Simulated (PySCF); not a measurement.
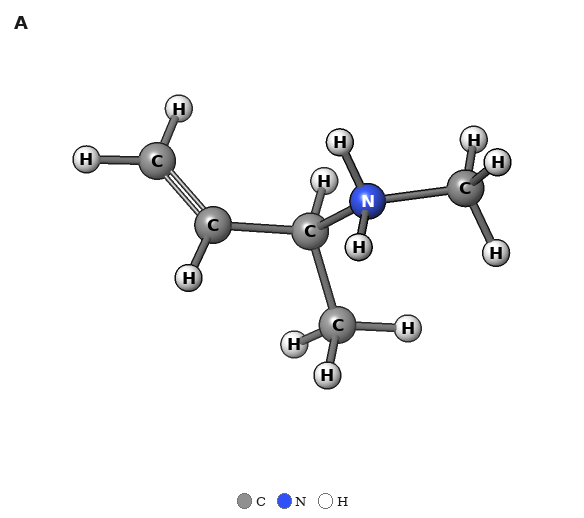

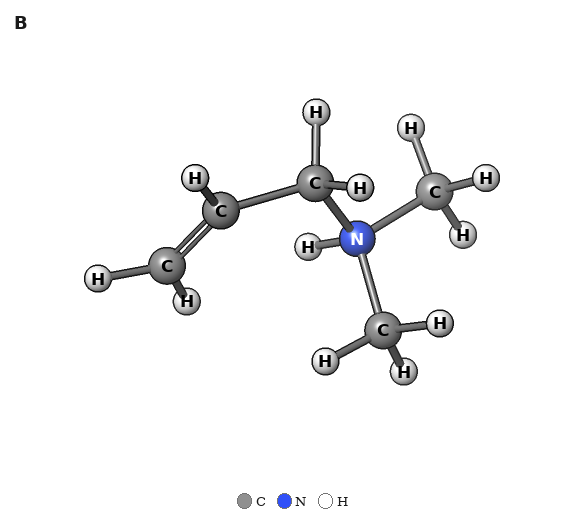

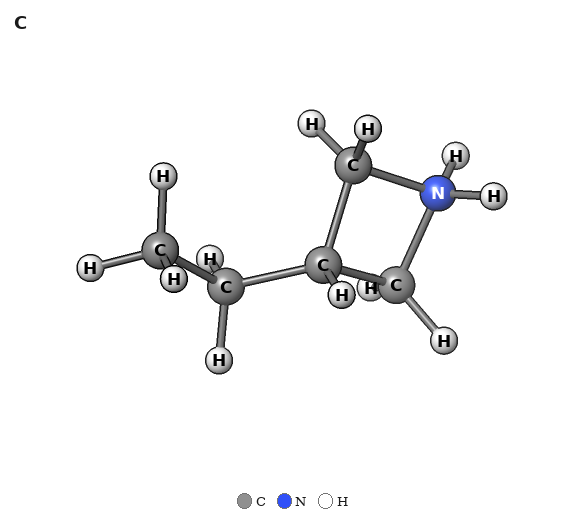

3 stationary structures of one formula. Charge +1, singlet. Geometries: PBE0-D3(BJ)/def2-SVP. Electronic energies: PBE0-D3(BJ)/def2-SVP (PySCF 2.14.0), without zero-point energy. No frequency run is at hand to confirm each as a minimum. Each is one conformer, not always the lowest.

### Are they conformers, stereoisomers or constitutional isomers?

They are constitutional isomers of C5H12N(+): A `C=C[C@H](C)[NH2+]C`, B `C=CC[NH+](C)C`, C `CCC1C[NH2+]C1`.

### Rank them by energy, lowest first.

C is lowest; A lies 11.8 kJ/mol above it, B lies 39.4 kJ/mol above it.
